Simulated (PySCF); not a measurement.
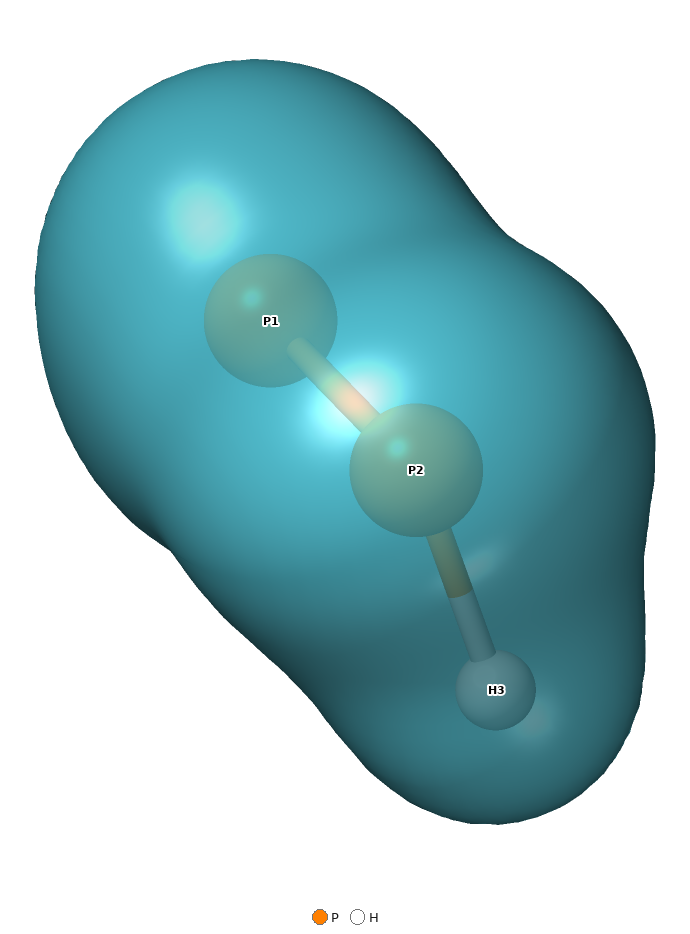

Figure. HP₂ (SMILES [P-]=P) (charge −1). Isosurface of the electron density at 0.1 e/Å³ (cyan), seen at an oblique angle.

Geometry: PBE0-D3(BJ)/ma-def2-SVP.

All numbers below come from PySCF, DFT single point, gas phase, functional wB97X.

The calculation's input:

```
{"job": {"kind": "sp", "xc": "wB97X", "basis": "ma-def2-TZVP", "d3": "d3bj", "grid": 2}, "charge": -1, "multiplicity": 1}
P     -1.039492     0.760038     0.018491
P      0.985481     0.693954    -0.021200
H      1.345010    -0.733760    -0.041280
```

Run with:

```sh
OMP_NUM_THREADS=1 python redox_run.py task.json out
```

Question: Which contacts does the surface bridge?

Answer: At this value the surface is in one piece. It bridges the sampled P–P (2.03 Å) and P–H (1.47 Å) contacts, where the density stays above the isovalue. On the grid the lowest density along these lines, outside the cores, is 0.99 e/Å³ (P–P, 2.03 Å) and 1 e/Å³ (P–H, 1.47 Å).
